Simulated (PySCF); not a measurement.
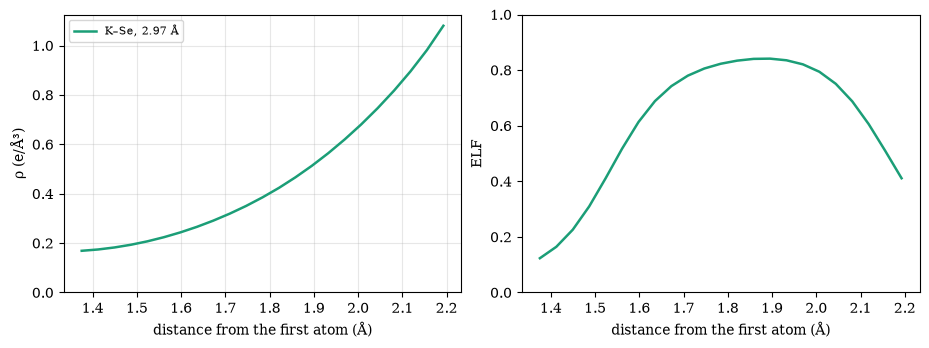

KSe (doublet). Electron density and ELF along straight lines between neighbouring atoms. The curves leave out the atomic cores.

Theory: PySCF, PBE0/def2-TZVPP, non-relativistic Hamiltonian with scalar-relativistic core potentials where named, at a bond length of 2.973 Å.

```json
{"atom": "K", "x (Å)": "0.0000", "y (Å)": "0.0000", "z (Å)": "-1.9986"}
{"atom": "Se", "x (Å)": "0.0000", "y (Å)": "0.0000", "z (Å)": "0.9744"}
```

> What can be read from the curves?

K–Se (2.97 Å): ρ is about 0.19 e/Å³ halfway; the ELF peaks at about 0.85 in the valence shell of Se, 1.1 Å from its nucleus, and is about 0.30 at the midpoint (a closed-shell, largely ionic contact).
